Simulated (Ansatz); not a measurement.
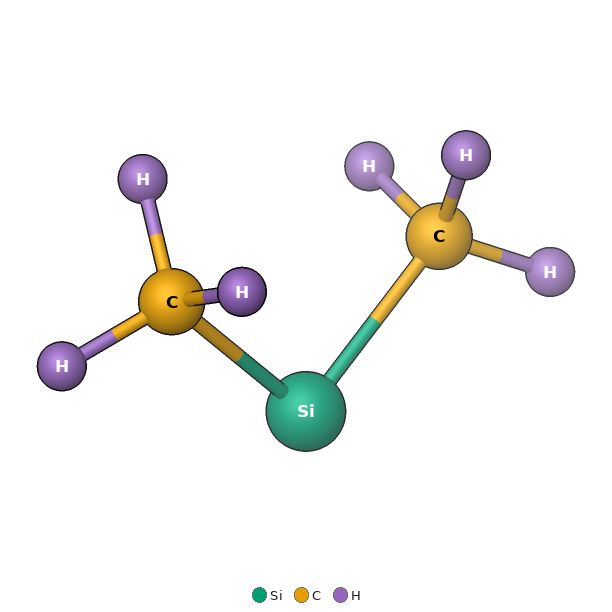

Distant atoms are faded towards the background colour. The geometry was computed by an optimisation with PBE0-D4/def2-TZVP.

### List the symmetry elements and name the point group.

It has 1 C2 axis, so the point group is C2. The group has 2 operations. The geometry is chiral, and symmetry allows a dipole moment.
